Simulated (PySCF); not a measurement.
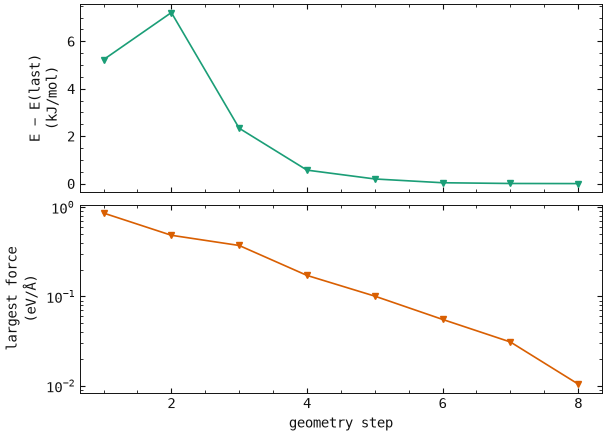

History of a geometry optimisation.

C$_{5}$H$_{5}$F (SMILES C#C[C@@H]1C[C@@H]1F); PySCF 2.14.0, density fitting, PBE0-D3(BJ)/def2-SVP, geometry optimisation.

**How did the optimisation end?**

The optimisation met its thresholds at geometry 8, counting the start as the first. The energy fell by about 5.2 kJ/mol from the first step to the last, with a rise at step 2. The largest force goes from about 0.86 eV/Å at the start to 0.01 eV/Å at the end.
